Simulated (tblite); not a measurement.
# C6H10BClSi: the cost of one run

The runs use tblite 0.8.0 and PySCF 2.14.0, with density-fitted response routines of our own; the level of theory stands in each step. All values are computed, except where a source is named. Atoms count from 0, in the outputs and in this text.

### Step 1. The starting structure

19 atoms, charge 0, multiplicity 1; geometry from: force field or distance geometry start.

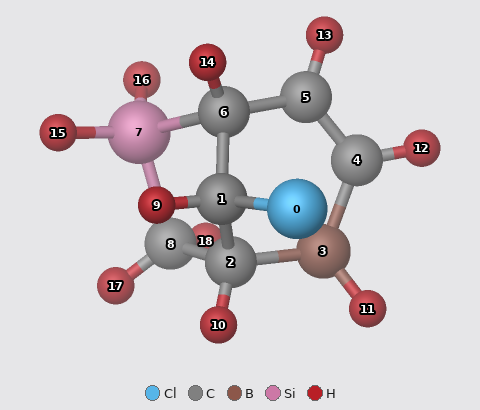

As it starts; chlorine blue, carbon grey, boron brown, silicon pink, hydrogen red, atoms numbered.

### Step 2. Geometry optimisation with GFN2-xTB

The job: settings as JSON, then the geometry in Å.

```
{"job": {"kind": "relax", "xc": "GFN2-xTB", "basis": "xTB"}, "charge": 0, "multiplicity": 1}
Cl     0.976700    -0.780200     2.500700
C     -0.225800    -0.245600     1.300600
C     -0.398200    -1.201900     0.168500
B      1.051800    -1.379900    -0.479400
C      1.949300    -0.106800    -0.374800
C      1.433100     1.064000    -0.012200
C      0.135600     1.127700     0.733600
Si    -1.329100     1.227600    -0.414500
C     -1.315200    -0.608600    -0.851000
H     -1.232800    -0.101200     1.788800
H     -0.824400    -2.148400     0.547800
H      1.515400    -2.461200    -0.324300
H      2.994500    -0.171600    -0.617200
H      1.961800     1.965300    -0.246100
H      0.125300     1.923700     1.506100
H     -2.545500     1.510200     0.374700
H     -1.132700     2.095000    -1.558900
H     -2.340500    -1.036300    -0.877800
H     -0.809100    -0.662400    -1.832200
```

On the command line:

```
$ OMP_NUM_THREADS=1 python probes_run.py task.json out
```

The driver reads the jobs from task.json and runs them one after another.

**Question.** How long does this first job take on 1 thread of Arm Neoverse N1, shared host, and how much memory does it need?

About 1.1 s, with a peak of 0.18 GiB.
